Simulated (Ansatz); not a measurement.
# Calculations on GaH$_{3}$O

### Relaxation

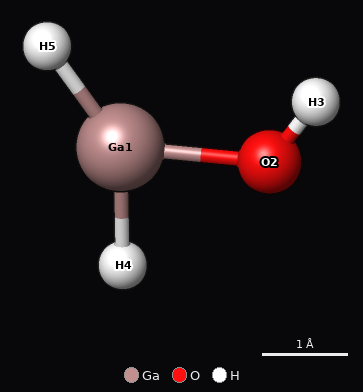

Starting structure of GaH₃O. A ball-and-stick model, seen at a tilt.

The run prepares an end point of a later path (reaction) calculation, from a guessed geometry.

Level of theory: Ansatz 0.2.0, RKS PBE0/def2-mTZVP.

Input file:
```yaml
crystal:
  periodic: [false, false, false]
  atoms:
    - { symbol: Ga, position_ang: [0.309525, -0.000757, -0.078244] }
    - { symbol: O, position_ang: [0.85329, -0.151311, 1.610041] }
    - { symbol: H, position_ang: [0.215124, -0.22, 2.329904] }
    - { symbol: H, position_ang: [1.817997, 0.095833, -0.418079] }
    - { symbol: H, position_ang: [-1.150636, -0.005165, -0.615222] }
basis:
  gaussian: { orbitals: def2-mTZVP }
hamiltonian:
  xc: pbe0
relax:
  f_tol: 0.03
  max_steps: 50
```

Launched with:
```bash
ansatz run input.yaml --threads 1 --pin off --max-ram 2048MiB --backend cpu --events-out ev --progress --plain --runs-dir out
```

Question: Predict the outcome.

Answer: The largest move after the best rigid fit is that of H4, 0.40 Å. By element the largest moves are H 0.40 Å, Ga 0.20 Å, O 0.18 Å. Near-neighbour distances that change, for instance: Ga1–H5 1.556 → 1.570 Å, Ga1–O2 1.780 → 1.791 Å, Ga1–H4 1.549 → 1.559 Å. Among the angles between lasting bonds that change: O2–Ga1–H4 85.2° → 113.3°, H4–Ga1–H5 147.0° → 128.9°, O2–Ga1–H5 127.9° → 117.8°. The energy falls by 0.412 eV in 5 geometry steps. The largest force component goes from 1.2 to 0.026 eV/Å.

The structure at the end:

```xyz
5

Ga    0.4846   -0.0018    0.0214
O     0.7855   -0.1572    1.7799
H    -0.0092   -0.2386    2.3164
H     1.7906    0.1278   -0.8191
H    -1.0062   -0.0116   -0.4703
```

The end point in the same view:

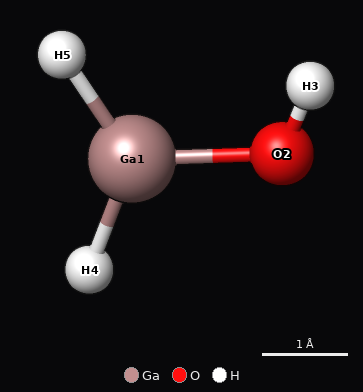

### Relaxation

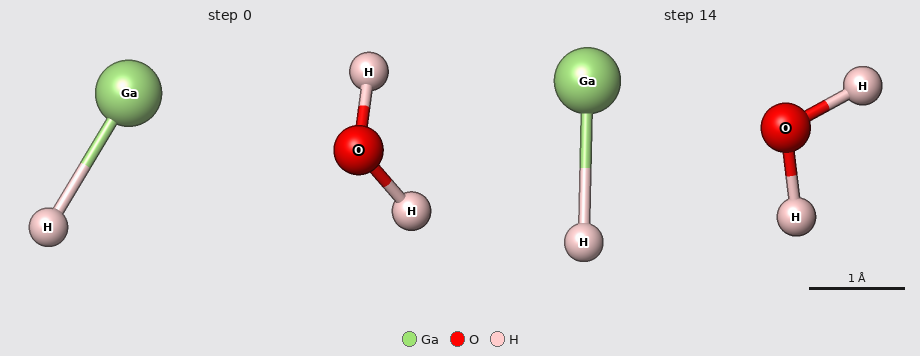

The structure of GaH3O before (left) and after (right) a relaxation, at one scale.

Style: ball-and-stick. Shown at a tilt.

The run prepares an end point of a later path (reaction) calculation, from a guessed geometry.

These are results of Ansatz, RKS PBE0/def2-mTZVP, not measurements. Set-up: no spin polarisation; force threshold 0.03 eV/Å; at most 50 steps.

Question: Describe what moved and what it gained.

Answer: The energy falls by 4.71 kcal/mol in 13 accepted moves (14 points after the start). The largest force component goes from 0.7 to 0.013 eV/Å. The line search rejected the trial step at point 1 of the run. The atom that moves furthest after the best rigid fit is an H atom (0.81 Å). Largest moves by element: H 0.81 Å, O 0.50 Å, Ga 0.30 Å. Some distances before and after: Ga–O 2.982 → 2.407 Å, Ga–H 1.676 → 1.705 Å, H–O 0.984 → 0.964 Å. Bond angles that change, for instance: H–O–H 104.1° → 106.8°. The run took 34 s on 1 thread of Arm Neoverse V1 (shared host), peak memory 0.12 GiB.

Limits of the set-up: the start holds two separate molecules, 2.8 Å apart at their closest, whose relative position is a soft coordinate and is computed without a dispersion correction.

### Path

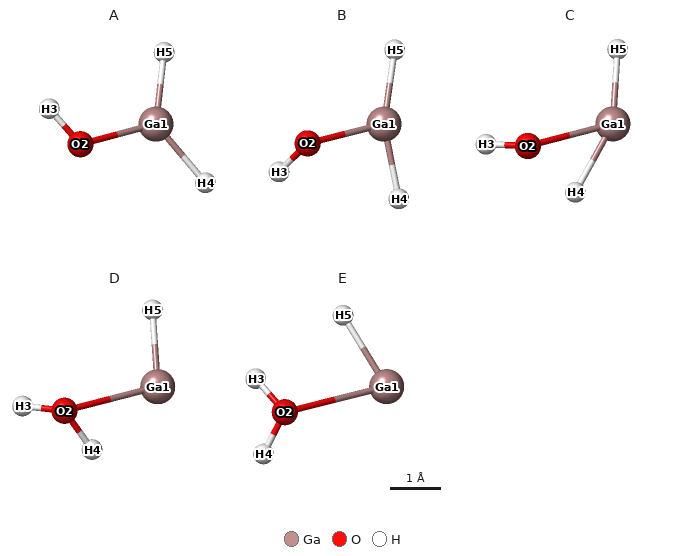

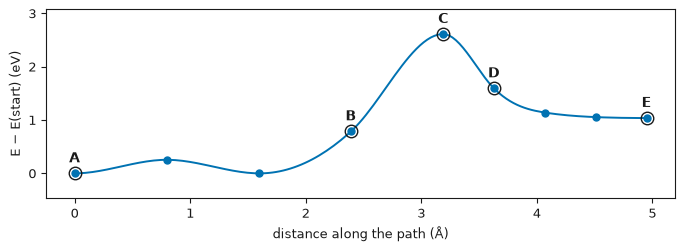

A search for the minimum-energy path of GaH₃O by the nudged elastic band. Images are numbered from 0 (start) to 8 (end). Frames A to E are images 0, 3, 4, 5, 8. A ball-and-stick model, seen at a tilt.

These are results of RKS PBE0/def2-mTZVP in Ansatz, not measurements. Set-up: 7 movable images; climbing image; force threshold 0.05 eV/Å; iteration limit 60; starting path through a guess of the saddle point.

Read off the barrier and say what moves.

Answer. The path has more than one stage, and so few images may leave a stage unresolved. Breaking: Ga1–H4 (1.56 → 1.66 at the top → 3.01 Å). Forming: O2–H4 (2.80 → 1.42 at the top → 0.96 Å). The highest point, image 4, lies 2.61 eV above the start and 1.58 eV above the end; the end is at +1.04 eV relative to the start. The profile has 2 maxima (images 1, 4) with a dip at image 2 (0.00 eV), so the process runs in steps. The band converged in 12 iterations. The largest component of the band force went from 7.7 to 0.04 eV/Å. The climbing image converged on the top of the path. Its vibrational analysis gives one imaginary mode (1457i cm⁻¹), as a transition state must have.
